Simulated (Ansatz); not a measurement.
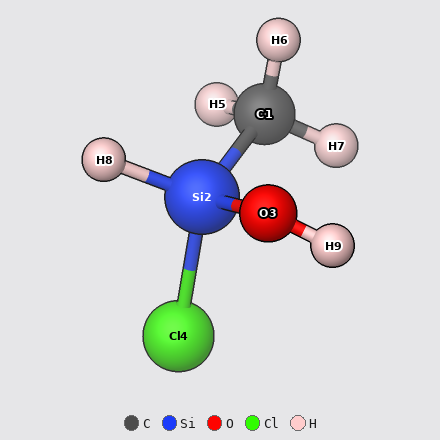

The system is CH₅ClOSi (SMILES C[SiH](O)Cl) with the probe F-; the picture shows it without the atoms that are moved over the map. The probe is moved over a plane parallel to the molecule's main plane, 4.21 Å above it. Coordinates scanned: (1) x of the probe's F atom; (2) y of the probe's F atom. Nothing is relaxed (molecule and probe rigid). Grid: 11 × 11 points. All energies are given in kcal/mol relative to the lowest grid point. Theory: Ansatz, RKS B3LYP-D4/def2-SVPD.

Range: x of the probe's F atom from −3.25 to 3.25 Å; y of the probe's F atom from −3.25 to 3.25 Å.

### What will the energy surface look like?

The lowest grid point is at x of the probe's F atom = 0.65 Å, y of the probe's F atom = 0.00 Å [nearest 1 H at 2.37 Å]. No other kind of well shows on this grid. The highest grid point, x of the probe's F atom = −3.25 Å, y of the probe's F atom = −3.25 Å, lies 9.2 kcal/mol above the lowest. Near the minimum the curvatures are about 0.085 and 0.11 eV/Å² along the soft and the stiff direction.

```
y of the probe's F atom ↓, x of the probe's F atom →  −3.25  −2.60  −1.95  −1.30  −0.65  0.00  0.65  1.30  1.95  2.60  3.25
                                                3.25    7.8    7.2    6.4    5.6    4.6   3.9   3.4   3.2   3.3   3.5   3.9
                                                2.60    7.9    7.2    6.2    5.1    4.0   3.1   2.6   2.4   2.6   3.0   3.5
                                                1.95    8.0    7.2    6.0    4.6    3.3   2.2   1.7   1.7   2.0   2.6   3.2
                                                1.30    8.1    7.1    5.8    4.1    2.5   1.3   0.8   1.0   1.6   2.3   3.0
                                                0.65    8.2    7.1    5.6    3.8    1.9   0.6   0.2   0.6   1.4   2.2   3.1
                                                0.00    8.3    7.3    5.7    3.7    1.7   0.3   0.0   0.6   1.6   2.6   3.4
                                               −0.65    8.5    7.5    6.1    4.2    2.3   1.0   0.8   1.5   2.4   3.3   4.1
                                               −1.30    8.7    7.9    6.7    5.3    3.8   2.8   2.6   3.0   3.7   4.4   4.9
                                               −1.95    8.9    8.3    7.5    6.5    5.5   4.8   4.7   4.8   5.2   5.6   5.8
                                               −2.60    9.1    8.7    8.2    7.6    7.0   6.6   6.4   6.4   6.5   6.6   6.6
                                               −3.25    9.2    9.0    8.7    8.4    8.1   7.8   7.7   7.6   7.5   7.3   7.2
```

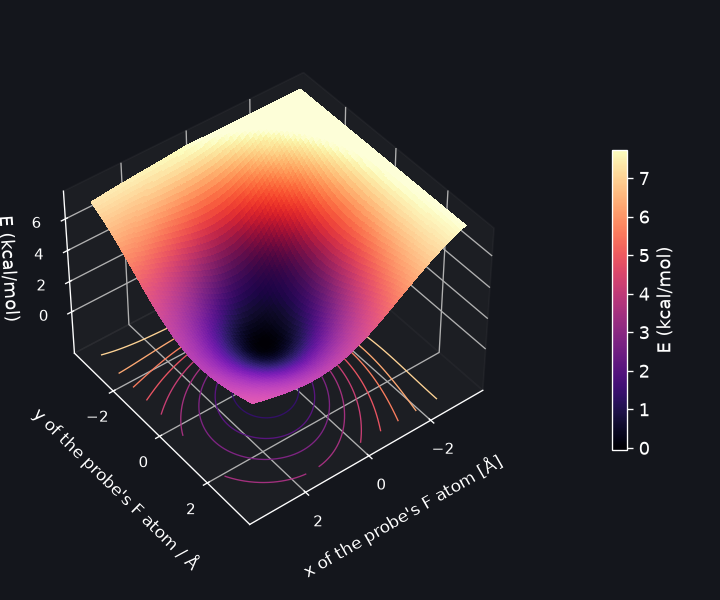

In the figure: a relief with its contours projected below, any walls above the top of the colour scale cut off. Between grid points the surface is interpolated.

The whole map (121 points run) took 40 min on 1 thread of Arm Neoverse N1 (shared host).
